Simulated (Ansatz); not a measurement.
## How far to go with shifted k-point meshes: Li2HfO3 (Cm, 6 atoms in the cell)

```xyz
6
Lattice="4.8062 -2.0901 0.0000 4.8062 2.0901 0.0000 -0.0690 0.0000 3.1976" Properties=species:S:1:pos:R:3 pbc="T T T"
Li     6.2774     0.0000     1.6718
Li     3.2660     0.0000     1.5758
Hf     0.0000     0.0000     0.0000
O      8.2305     0.0000     1.5690
O      1.3129     0.0000     1.6286
O      4.8062     0.0000     0.0000
```

Computed with PBEsol, default PAW files made with PBE (plane waves; Ansatz, an electronic-structure program).

Base settings: basis.ecutwfc = 30.9 Ry; kpoints.mp_grid.grid = 7 7 8; hamiltonian.xc = pbesol; hamiltonian.pseudopotentials = {kind: paw} (the program's default PAW files); scf.occupations.method = fermi_dirac; scf.occupations.width = 0.0015 Ry.

In this ladder: kpoints.mp_grid.shift = 0.5 0.5 0.5.

Shifted meshes do not hold Γ, so a gap read on them misses any band edge there.

Only quantities that move along the ladder and can be compared are tabulated.

The count of work is k-points × plane waves × bands × iterations; it is no time. Core times come from one kind of shared machine, to one figure; runs under 30 s give none.

The starting cell comes from a database of computed structures (which also holds hypothetical and non-ambient phases and stackings), without a prior relaxation at this level. Its lattice was rescaled by up to half a per cent. One atom was moved a little off its site on purpose. Spin-orbit coupling is off. Ansatz's pressure includes its estimate of the finite-basis (Pulay) stress.

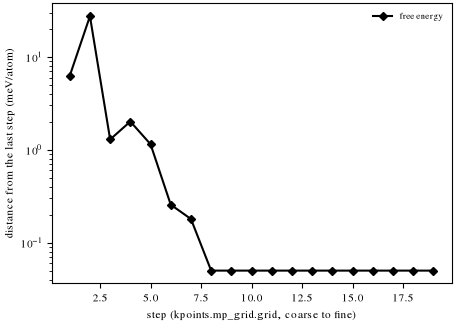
*Distance from the last step along the ladder; very small values are drawn at a floor.*

| kpoints.mp_grid.grid | free energy less the last step's (meV/atom) | pressure (GPa) | largest difference of a force vector from the last step's (eV/Å) | gap on the mesh (eV) | count of work / last | core time / last (rough) |
|---|---|---|---|---|---|---|
| 2 2 2 | -6.26 | -2.18 | 0.187 | 5.341 | 0.0014 | – |
| 2 2 3 | 27.46 | -1.58 | 0.011 | 4.215 | 0.0024 | – |
| 3 3 3 | -1.29 | -2.14 | 0.004 | 4.301 | 0.0042 | – |
| 3 3 4 | 2.02 | -2.13 | 0.006 | 4.602 | 0.0050 | – |
| 4 4 4 | -1.15 | -2.18 | 0.004 | 4.455 | 0.0096 | – |
| 4 4 5 | 0.26 | -2.15 | 0.002 | 4.144 | 0.012 | – |
| 5 5 5 | -0.18 | -2.16 | 0.002 | 4.097 | 0.019 | – |
| 5 5 6 | 0.02 | -2.15 | 0.000 | 4.225 | 0.022 | – |
| 6 6 7 | 0.01 | -2.15 | 0.000 | 4.051 | 0.036 | – |
| 7 7 8 | 0.00 | -2.15 | 0.000 | 4.139 | 0.054 | 0.1 |
| 8 8 9 | -0.01 | -2.15 | 0.000 | 4.052 | 0.078 | – |
| 8 8 10 | 0.00 | -2.15 | 0.000 | 4.100 | 0.086 | 0.1 |
| 9 9 11 | -0.01 | -2.15 | 0.000 | 4.025 | 0.12 | 0.1 |
| 10 10 12 | 0.00 | -2.15 | 0.000 | 4.063 | 0.16 | 0.2 |
| 11 11 13 | 0.01 | -2.15 | 0.000 | 4.025 | 0.21 | 0.2 |
| 12 12 15 | 0.00 | -2.15 | 0.000 | 4.031 | 0.28 | 0.2 |
| 14 14 16 | 0.00 | -2.15 | 0.000 | 4.043 | 0.40 | 0.5 |
| 15 15 18 | 0.00 | -2.15 | 0.000 | 4.031 | 0.52 | 0.4 |
| 17 17 20 | 0.00 | -2.15 | 0.000 | 4.023 | 0.73 | 0.9 |
| 19 19 22 | 0.00 | -2.15 | 0.000 | 4.023 | 1.0 | 1 |

Coarsest kpoints.mp_grid.grid that holds the free energy within 5 meV/atom of the last step, with all finer ones: 3 3 3, at 0.0042 of the last step's count of work; the step before is off by 27 meV/atom.

Coarsest kpoints.mp_grid.grid that holds the pressure within 0.5 GPa of the last step, with all finer ones: 3 3 3, at 0.0042 of the last step's count of work; the step before is off by 0.57 GPa.

The gap on the mesh jumps up and down from mesh to mesh; it is no smooth measure of convergence.

Keys are those of Ansatz 0.2.
